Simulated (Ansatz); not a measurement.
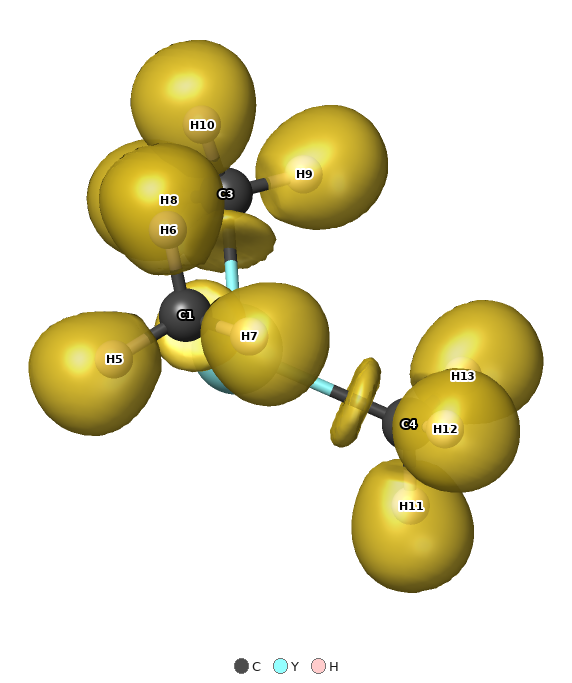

C$_{3}$H$_{9}$Y (SMILES [CH3][Y]([CH3])[CH3]). Isosurface of the electron localisation function at 0.85 (yellow), seen at an oblique angle. Core shells and regions of very low density are left out.

Geometry: PBE0-D4/def2-TZVP; core potentials replace the inner electrons of Y.

The calculation used Ansatz 0.2.0, RKS PBE0-D4/def2-TZVPP.

```
atom    x (Å)    y (Å)    z (Å)
   C  -0.6702   2.0406  -0.6036
   Y   0.5210   0.0270  -0.5354
   C   1.6221  -0.2378   1.5127
   C  -0.8695  -1.7987  -0.9944
   H  -0.3146   2.7476  -1.3680
   H  -0.6143   2.5729   0.3558
   H  -1.7354   1.8728  -0.8124
   H   2.7182  -0.2858   1.4319
   H   1.3111  -1.1611   2.0201
   H   1.4014   0.5915   2.1985
   H  -0.6016  -2.3502  -1.9079
   H  -1.9151  -1.4864  -1.1205
   H  -0.8532  -2.5324  -0.1769
```

### Describe the localisation domains.

The ELF exceeds this value in nine regions around hydrogen nuclei and three lobes of the valence shell of C pointing towards Y. Along the contacts the grid gives the following. C–Y (2.34 Å): the ELF peaks at about 0.95 in the valence shell of C, 0.7 Å from its nucleus, and is about 0.40 at the midpoint. C–H (1.10 Å): the ELF climbs to about 1 towards the hydrogen, as it does in any bond to H; an ordinary covalent bond to hydrogen.
